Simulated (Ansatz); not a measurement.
The parent structure is PbS in the rock salt structure (space group Fm-3m, No. 225; a = 6.009 Å).

Perturbation: an isotropic linear strain of +1.50 %; the atoms relax in the strained cell.

Method: PBE in Ansatz (plane waves to 420 eV, PAW, without spin-orbit coupling).

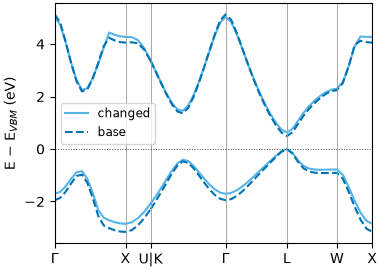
Highest valence and lowest conduction band along the path, each from its own valence-band maximum

### Question
From the figure, how large is the changed gap, and is it direct?

### Answer
About 0.6 eV, direct at L.

Spin-orbit coupling, missing from the scalar runs, can matter with Pb. Stability against distortions was not tested.

Ansatz is a first-principles code.
